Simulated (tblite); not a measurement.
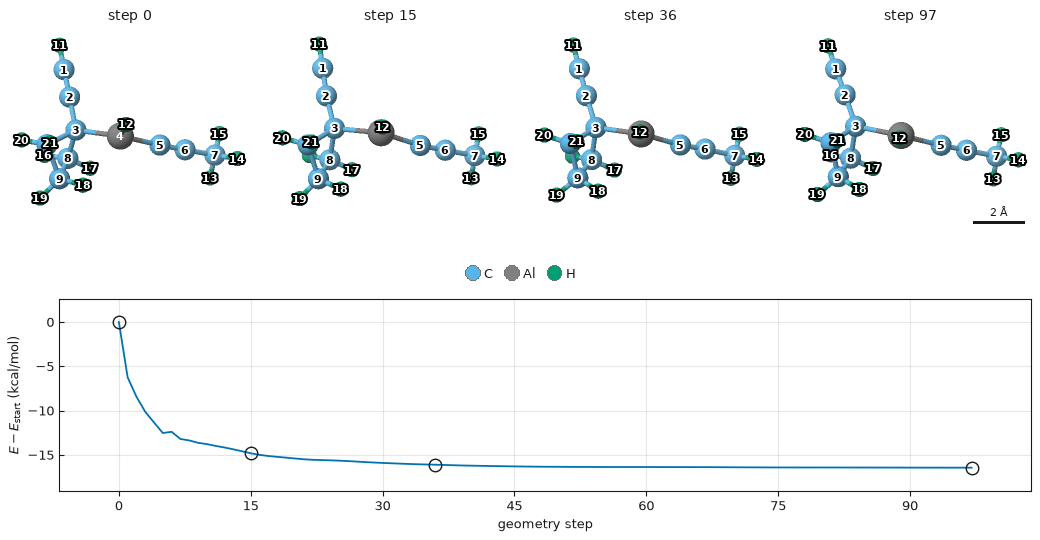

Frames of a relaxation of C9H11Al, marked on the history of the run. Style: ball-and-stick. Shown from a free direction.

All numbers below come from tblite, GFN2-xTB geometry optimisation, gas phase. 

Describe the path.

Answer. An H atom moves most after the best rigid fit: 0.59 Å. By element the largest moves are H 0.59 Å, C 0.35 Å, Al 0.09 Å. Some distances before and after: Al–C 1.966 → 2.028 Å, Al–H 1.596 → 1.550 Å, C–C 1.513 → 1.555 Å, C–H 1.126 → 1.090 Å. Among the angles between lasting bonds that change: Al–C–C 113.3° → 101.8°, Al–C–C 112.2° → 102.2°, C–C–Al 115.8° → 125.7°. After 97 geometry steps the energy has fallen by 16.4 kcal/mol. The run took 1.7 s on 1 thread of Arm Neoverse N1, with other jobs on the host. From step 0 to 15: an H atom moves most (0.22 Å), energy −14.8 kcal/mol. From step 15 to 36: an H atom moves most (0.24 Å), energy −1.29 kcal/mol. From step 36 to 97: an H atom moves most (0.25 Å), energy −0.33 kcal/mol.

| step | E − E(0), kcal/mol |
| --- | --- |
| 0 | 0.00 |
| 1 | -6.24 |
| 2 | -8.43 |
| 3 | -10.13 |
| 4 | -11.34 |
| 5 | -12.52 |
| 6 | -12.39 |
| 7 | -13.19 |
| 8 | -13.36 |
| 9 | -13.62 |
| 10 | -13.77 |
| 15 | -14.81 |
| 19 | -15.30 |
| 24 | -15.60 |
| 28 | -15.80 |
| 33 | -16.02 |
| 37 | -16.13 |
| 42 | -16.24 |
| 47 | -16.32 |
| 51 | -16.34 |
| 56 | -16.36 |
| 60 | -16.36 |
| 65 | -16.37 |
| 70 | -16.39 |
| 74 | -16.41 |
| 79 | -16.41 |
| 83 | -16.42 |
| 88 | -16.42 |
| 92 | -16.43 |
| 97 | -16.43 |
